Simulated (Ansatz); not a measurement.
BN (h-BN type, space group P6_3/mmc)

```xyz
4
Lattice="2.4997 0.0000 0.0000 -1.2499 2.1648 0.0000 0.0000 0.0000 6.5253" Properties=species:S:1:pos:R:3 pbc="T T T"
B      0.0000     1.4432     1.6313
B      1.2499     0.7216     4.8940
N      0.0000     1.4432     4.8940
N      1.2499     0.7216     1.6313
```

Equation-of-state scan: isotropic scaling of the cell above, V₀ being its volume. Symmetry pins the atoms to their sites.

Calculation: r2SCAN+rVV10 (plane waves to 500 eV, PAW, scalar-relativistic; Ansatz, a first-principles code). k mesh 15×15×5 (Γ-centred), Fermi-Dirac smearing 0.05 eV. The energy includes the smearing's −TS. With the shape held, the modulus is that of even scaling; a crystal free to change shape is softer. BN was relaxed with its symmetry unable to fall. The PAW data are Ansatz's earlier set. The zero of ΔE is the relaxed starting cell.

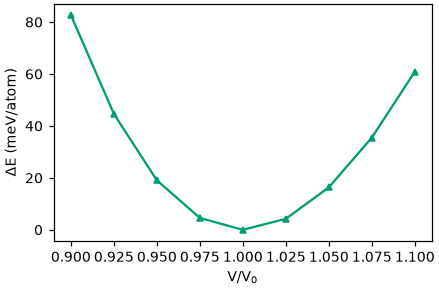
Figure: ΔE (meV/atom) against V/V₀; computed points joined by lines.

Q: What is ΔE at V/V₀ = 0.900?

A: About 83 meV/atom.

Q: What is ΔE at V/V₀ = 1.100?

A: About 61 meV/atom.

Q: What bulk modulus at fixed cell shape B₀ follows from a third-order Birch-Murnaghan fit?

A: About 260 GPa.

(A scan under strain: stresses follow from slopes of the energy per volume, elastic moduli from its curvatures.)
